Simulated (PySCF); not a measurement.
Consider C₂H₈F₃NSi₂ (SMILES FC(F)(F)[SiH2]CN[SiH3]).

```xyz
16

F     2.7965   -0.9899   -0.8529
C     2.3521   -0.2334    0.1732
F     3.4475    0.3183    0.7308
F     1.8687   -1.1028    1.0879
Si    1.0307    1.0893   -0.3906
C    -0.4164    0.0581   -1.1014
N    -1.0857   -0.7857   -0.1335
Si   -2.4078   -0.2710    0.8376
H     1.7239    1.8875   -1.3976
H     0.7018    1.8110    0.8344
H    -0.0515   -0.5687   -1.9263
H    -1.1664    0.7274   -1.5268
H    -0.4769   -1.4987    0.2376
H    -3.3664    0.3112   -0.1043
H    -2.0803    0.7513    1.8469
H    -2.8775   -1.4951    1.4760
```

Geometry: GFN2-xTB.

The calculation used B3LYP/def2-SVPD, SCF density, gas phase (PySCF).

**What will maps of the electron density and electron localisation function show?**

C–F (1.35 Å): ρ at the midpoint is about 2.3 e/Å³, with its minimum of 1.8 e/Å³ about 0.5 Å from C; the ELF peaks at about 0.85 between the atoms (a polar covalent bond).
Si–N (1.72 Å): ρ is about 1.1 e/Å³ halfway; the ELF peaks at about 0.90 between the atoms: a shared but strongly polarised pair.

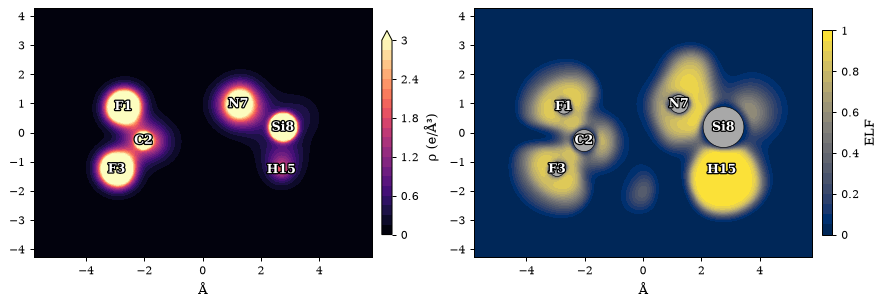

Computed electron density and electron localisation function on the plane of atoms F1, C2 and F3, in this order. Grey discs cover the atomic cores in the ELF map. 
